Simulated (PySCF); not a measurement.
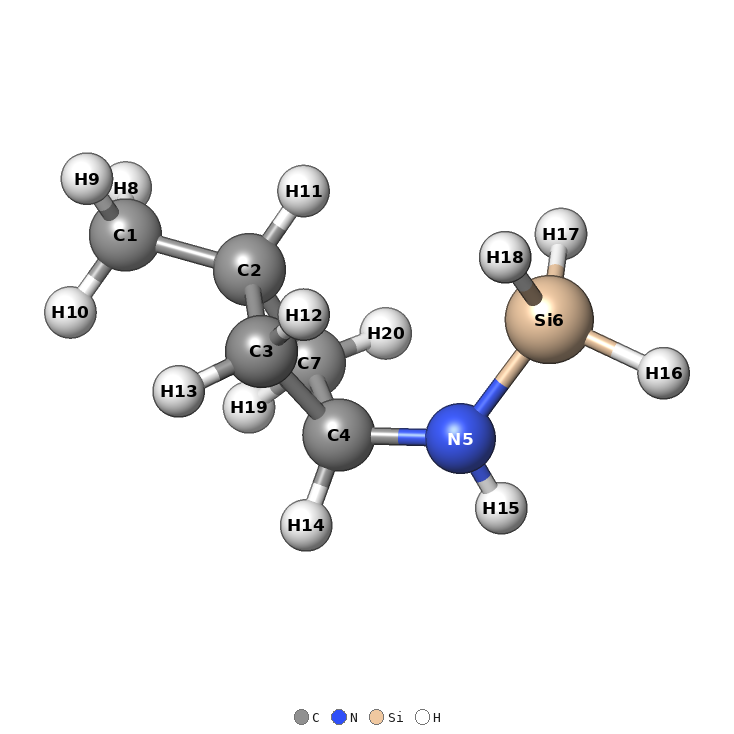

The computed structure is the end point of a GFN2-xTB optimisation. No frequency run is at hand to confirm it as a minimum. Electric field gradients from the ground-state density, PBE0/pcSseg-1 (PySCF 2.14.0), non-relativistic apart from any core potentials.

Give the largest field-gradient component, the quadrupole coupling constant and the asymmetry for 14N at N5 (Q = 20.44 mb), 2H at H8 (Q = 2.86 mb), 2H at H9 (Q = 2.86 mb), 2H at H10 (Q = 2.86 mb), 2H at H11 (Q = 2.86 mb).

```json
{"atom": "N5", "V_zz (a.u.)": "−1.033", "e²qQ/h (MHz)": "−4.96", "η": "0.31"}
{"atom": "H8", "V_zz (a.u.)": "0.315", "e²qQ/h (MHz)": "0.212", "η": "0.01"}
{"atom": "H9", "V_zz (a.u.)": "0.315", "e²qQ/h (MHz)": "0.212", "η": "0.01"}
{"atom": "H10", "V_zz (a.u.)": "0.314", "e²qQ/h (MHz)": "0.211", "η": "0.02"}
{"atom": "H11", "V_zz (a.u.)": "0.305", "e²qQ/h (MHz)": "0.205", "η": "0.03"}
```

The geometry is semi-empirical. Around Si such bond lengths and angles can be off by a tenth of an ångström or more and by several degrees, and values that hang on the shape move with them.
